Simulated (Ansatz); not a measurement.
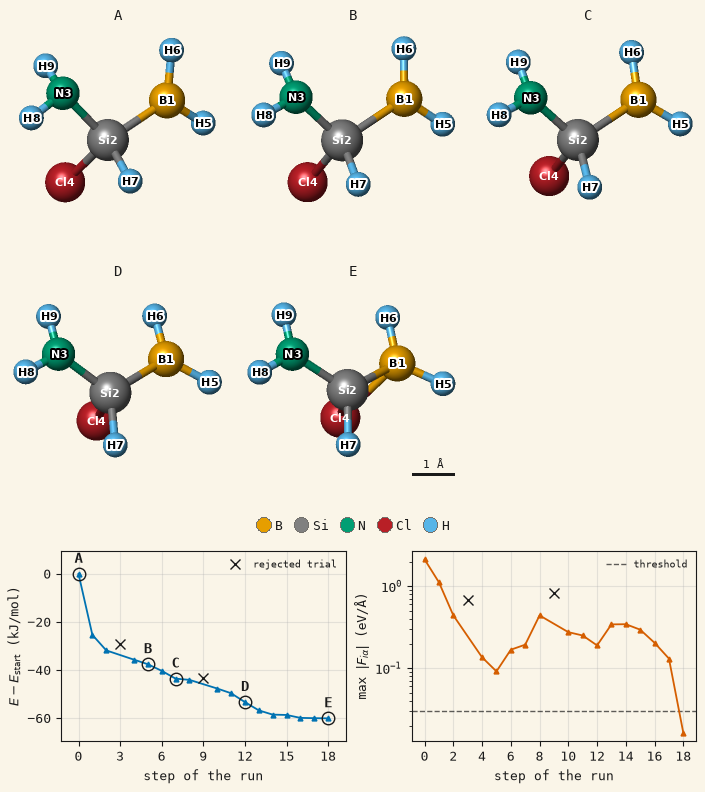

Frames of a relaxation of BSiNH₅Cl (coarse preliminary run), marked on the history of the run. A ball-and-stick model, seen at a tilt.

The start comes from a force field.

Theory: RKS PBE-D4/def2-SVP (Ansatz 0.2.0).

Input
```yaml
crystal:
  periodic: [false, false, false]
  atoms:
    - {symbol: B, position_ang: [-0.534700, 1.356900, -0.597100]}
    - {symbol: Si, position_ang: [0.364600, -0.271900, -0.353600]}
    - {symbol: N, position_ang: [0.389100, -0.664700, 1.377100]}
    - {symbol: Cl, position_ang: [-0.543400, -1.786400, -1.394800]}
    - {symbol: H, position_ang: [-0.725900, 1.829700, -1.714900]}
    - {symbol: H, position_ang: [-1.022200, 1.995700, 0.321300]}
    - {symbol: H, position_ang: [1.766100, -0.130700, -0.862400]}
    - {symbol: H, position_ang: [0.955100, -1.565000, 1.469400]}
    - {symbol: H, position_ang: [-0.560200, -0.809900, 1.737900]}
basis:
  gaussian: {orbitals: def2-SVP}
hamiltonian: {xc: pbe, dispersion: d4}
relax: {f_tol: 0.03, max_steps: 200}
```

Launched with:
```bash
ansatz run in.yaml --threads 2 --pin off --events-out ev --progress --plain --max-ram 4352MiB
```

> Describe the path.

The largest move after the best rigid fit is that of Cl4, 1.17 Å. By element the largest moves are Cl 1.17 Å, H 0.99 Å, Si 0.41 Å, B 0.36 Å, N 0.24 Å. Among the contacts that change: B1–Cl4 3.243 → 2.080 Å, Si2–Cl4 2.050 → 2.345 Å, B1–Si2 1.876 → 1.957 Å, Si2–N3 1.775 → 1.711 Å. Among the angles between lasting bonds that change: B1–Si2–Cl4 111.3° → 57.0°, B1–Si2–H7 108.8° → 128.6°, Si2–N3–H8 106.2° → 123.7°. After 16 accepted moves (18 points after the start) the energy has fallen by 60.1 kJ/mol. Largest force component: 2.1 eV/Å at the start, 0.016 eV/Å at the end. The line search rejected the trial steps at points 3, 9 of the run. From step 0 to 5: H6 moves most (0.30 Å), energy −37.6 kJ/mol. From step 5 to 7: H6 moves most (0.34 Å), energy −5.99 kJ/mol. From step 7 to 12: Cl4 moves most (0.51 Å), energy −9.74 kJ/mol. From step 12 to 18: Cl4 moves most (0.23 Å), energy −6.76 kJ/mol.

```
step  E − E(0), kJ/mol  largest force component, eV/Å      note
   0              0.00                         2.1263          
   1            -25.36                         1.1166          
   2            -31.81                         0.4415          
   3            -29.19                         0.6854  rejected
   4            -35.67                         0.1361          
   5            -37.57                         0.0917          
   6            -40.31                         0.1686          
   7            -43.56                         0.1940          
   8            -44.06                         0.4414          
   9            -43.36                         0.8302  rejected
  10            -47.66                         0.2759          
  11            -49.62                         0.2512          
  12            -53.30                         0.1902          
  13            -56.75                         0.3431          
  14            -58.51                         0.3447          
  15            -58.65                         0.2958          
  16            -59.87                         0.2045          
  17            -59.98                         0.1313          
  18            -60.06                         0.0163
```
